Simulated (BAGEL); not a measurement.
# B2NH4F+ (SMILES B[NH+]BF) at ROHF/6-31G(d) (density fitting with qzvpp-jkfit, spherical functions)

What is the vertical electron affinity of B2NH4F+ at ROHF/6-31G* (density fitting with qzvpp-jkfit, spherical functions)? 

The calculation is run with BAGEL 1.2.2.

3 further runs of the same task are left out: 3 that didn't finish. Runs told in other sessions of the task aren't counted.

### 1 Starting point

B2NH4F+: 8 atoms, total charge +1, spin state doublet. SMILES: `B[NH+]BF`. Geometry: relaxed at GFN2-xTB. This is one conformer, not always the lowest.

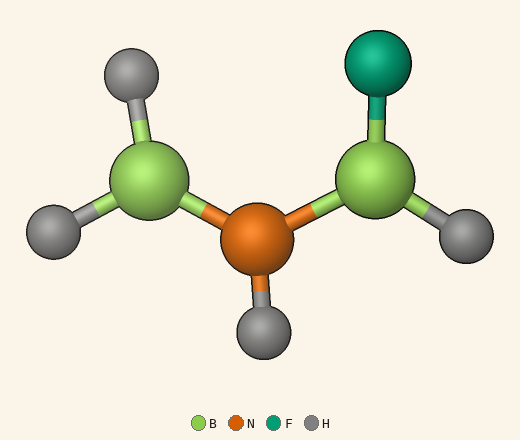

Viewed from a chosen angle; boron green, nitrogen orange, fluorine teal, hydrogen grey.

### 2 The energy at ROHF/6-31G(d) (density fitting with qzvpp-jkfit, spherical functions)

Input file calc.json:

```json
{ "bagel": [

{
  "title": "molecule",
  "basis": "6-31gs.json",
  "df_basis": "qzvpp-jkfit",
  "angstrom": true,
  "geometry": [
    { "atom": "B", "xyz": [      -0.098040,       1.143820,      -0.443180 ] },
    { "atom": "N", "xyz": [       0.091320,       0.162730,       0.477900 ] },
    { "atom": "B", "xyz": [       0.050600,      -1.279150,       0.200640 ] },
    { "atom": "F", "xyz": [       0.058410,      -1.698200,      -1.015040 ] },
    { "atom": "H", "xyz": [      -0.514680,       1.062870,      -1.546260 ] },
    { "atom": "H", "xyz": [       0.173270,       2.276210,      -0.226370 ] },
    { "atom": "H", "xyz": [       0.246380,       0.373010,       1.460050 ] },
    { "atom": "H", "xyz": [      -0.007260,      -2.041290,       1.092260 ] }
  ]
},

{ "title": "rohf", "charge": 1, "nopen": 1 },

{ "title": "print", "file": "orbitals.molden", "orbitals": true }

]}
```

The basis set 6-31G* is read from a file made from the Basis Set Exchange's data (not shown).

Run with:

```sh
$ BAGEL_NUM_THREADS=1 BAGEL calc.json > calc.out
```

Output:

```text
* using 1 threads per process

  ===============================================================
  ===============================================================

  *** Geometry ***

  { "atom" : "B", "xyz" : [     -0.185269,      2.161507,     -0.837489 ] },
  { "atom" : "N", "xyz" : [      0.172570,      0.307515,      0.903100 ] },
  { "atom" : "B", "xyz" : [      0.095620,     -2.417243,      0.379155 ] },
  { "atom" : "F", "xyz" : [      0.110379,     -3.209133,     -1.918148 ] },
  { "atom" : "H", "xyz" : [     -0.972604,      2.008533,     -2.922008 ] },
  { "atom" : "H", "xyz" : [      0.327433,      4.301414,     -0.427777 ] },
  { "atom" : "H", "xyz" : [      0.465591,      0.704887,      2.759095 ] },
  { "atom" : "H", "xyz" : [     -0.013719,     -3.857479,      2.064072 ] },

  Number of auxiliary basis functions:      376

  Since a DF basis is specified, we compute 2- and 3-index integrals:
    o Being stored without compression. Storage requirement is 0.012 GB

  Number of basis functions:       64
  Number of electrons      :       30

    * METHOD: MOLECULE                             0.13

  *** Open-shell HF ***

  === Nuclear Repulsion ===
   100.0248267023

      * DIIS with orbital gradients will be used.

  === ROHF iteration (6-31gs.json) ===
      0       -205.08964383          0.05076411           0.06
      1       -205.23398689          0.02995066           0.05
      2       -205.27167366          0.01749409           0.05
      3       -205.29230570          0.00181787           0.05
      4       -205.29310339          0.00088008           0.05
      5       -205.29336646          0.00056560           0.05
      6       -205.29350591          0.00019985           0.05
      7       -205.29354709          0.00014433           0.05
      8       -205.29356745          0.00010668           0.05
      9       -205.29358088          0.00007893           0.05
     10       -205.29359690          0.00004948           0.05
     11       -205.29359521          0.00003372           0.05
     12       -205.29359138          0.00002952           0.05
     13       -205.29359494          0.00002395           0.05
     14       -205.29359855          0.00001791           0.05
     15       -205.29360332          0.00001058           0.05
     16       -205.29359391          0.00000651           0.05
     17       -205.29359118          0.00000380           0.05
     18       -205.29359232          0.00000251           0.05
     19       -205.29359073          0.00000146           0.05
     20       -205.29359024          0.00000074           0.05
     21       -205.29359002          0.00000042           0.05
     22       -205.29359022          0.00000023           0.05
     23       -205.29359028          0.00000015           0.05
     24       -205.29359023          0.00000010           0.05
     25       -205.29359024          0.00000007           0.05
     26       -205.29359023          0.00000004           0.05
     27       -205.29359025          0.00000002           0.05
     28       -205.29359026          0.00000001           0.05
     29       -205.29359026          0.00000000           0.05
    * SCF iteration converged.

    * S^2 (ROHF) is 0.7500

    * Permanent dipole moment:
           (    0.079788,    -2.506839,    -0.602859) a.u.

    * METHOD: ROHF                                 1.71

    * METHOD: PRINT                                0.01

  ===============================================================
```

Wall time 2 s (1 thread of Arm Neoverse V1, shared host); peak memory 0.084 GiB.

### 3 Singlet neutral B2NH4F at the same level

Input file hf.json:

```json
{ "bagel" : [

{
  "title" : "molecule",
  "basis" : "6-31gs.json",
  "df_basis" : "qzvpp-jkfit",
  "angstrom" : true,
  "geometry" : [
    { "atom" : "B", "xyz" : [   -0.098040,    1.143820,   -0.443180 ] },
    { "atom" : "N", "xyz" : [    0.091320,    0.162730,    0.477900 ] },
    { "atom" : "B", "xyz" : [    0.050600,   -1.279150,    0.200640 ] },
    { "atom" : "F", "xyz" : [    0.058410,   -1.698200,   -1.015040 ] },
    { "atom" : "H", "xyz" : [   -0.514680,    1.062870,   -1.546260 ] },
    { "atom" : "H", "xyz" : [    0.173270,    2.276210,   -0.226370 ] },
    { "atom" : "H", "xyz" : [    0.246380,    0.373010,    1.460050 ] },
    { "atom" : "H", "xyz" : [   -0.007260,   -2.041290,    1.092260 ] }
  ]
},
{
  "title" : "hf"
},
{
  "title" : "print",
  "file" : "orbitals.molden",
  "orbitals" : true
}

]}
```

The basis set 6-31G* is read from a file made from the Basis Set Exchange's data (not shown).

Run with:

```sh
$ BAGEL_NUM_THREADS=1 BAGEL hf.json > hf.out
```

Output:

```text
* using 1 threads per process

  ===============================================================
  ===============================================================

  *** Geometry ***

  { "atom" : "B", "xyz" : [     -0.185269,      2.161507,     -0.837489 ] },
  { "atom" : "N", "xyz" : [      0.172570,      0.307515,      0.903100 ] },
  { "atom" : "B", "xyz" : [      0.095620,     -2.417243,      0.379155 ] },
  { "atom" : "F", "xyz" : [      0.110379,     -3.209133,     -1.918148 ] },
  { "atom" : "H", "xyz" : [     -0.972604,      2.008533,     -2.922008 ] },
  { "atom" : "H", "xyz" : [      0.327433,      4.301414,     -0.427777 ] },
  { "atom" : "H", "xyz" : [      0.465591,      0.704887,      2.759095 ] },
  { "atom" : "H", "xyz" : [     -0.013719,     -3.857479,      2.064072 ] },

  Number of auxiliary basis functions:      376

  Since a DF basis is specified, we compute 2- and 3-index integrals:
    o Being stored without compression. Storage requirement is 0.012 GB

  Number of basis functions:       64
  Number of electrons      :       30

    * METHOD: MOLECULE                             0.13

  *** RHF ***

  === Nuclear Repulsion ===
   100.0248267023

      * DIIS with orbital gradients will be used.

  === RHF iteration (6-31gs.json) ===
      0       -205.49832372          0.02615129           0.03
      1       -205.64442080          0.01465941           0.03
      2       -205.69640211          0.00178402           0.03
      3       -205.69760703          0.00024871           0.03
      4       -205.69762557          0.00007776           0.03
      5       -205.69762773          0.00002572           0.03
      6       -205.69762798          0.00000842           0.03
      7       -205.69762802          0.00000211           0.03
      8       -205.69762802          0.00000058           0.03
      9       -205.69762802          0.00000017           0.03
     10       -205.69762802          0.00000006           0.03
     11       -205.69762802          0.00000002           0.03
     12       -205.69762802          0.00000001           0.03
    * SCF iteration converged.

    * Permanent dipole moment:
           (   -0.068119,     0.091891,    -0.793693) a.u.

    * METHOD: HF                                   0.44

    * METHOD: PRINT                                0.01

  ===============================================================
```

It took 0.7 s on 1 thread of Arm Neoverse V1, shared host; peak memory 0.084 GiB.

### 4 Results

Level: ROHF/6-31G* (density fitting with qzvpp-jkfit, spherical functions).

| quantity | value |
| --- | --- |
| doublet B2NH4F+: total energy | -205.29359 Eh |
| doublet B2NH4F+: ⟨S²⟩ | 0.750 |
| singlet neutral B2NH4F: total energy | -205.69763 Eh |
| singlet neutral B2NH4F: dipole moment | 2.04 D |
| singlet neutral B2NH4F: HOMO energy | -11.79 eV |
| singlet neutral B2NH4F: LUMO energy | 3.47 eV |
| singlet neutral B2NH4F: HOMO–LUMO gap | 15.26 eV |
| vertical electron affinity (to the singlet neutral) | 10.994 eV |

At fixed nuclei the extra electron is bound by 10.99 eV (254 kcal/mol).
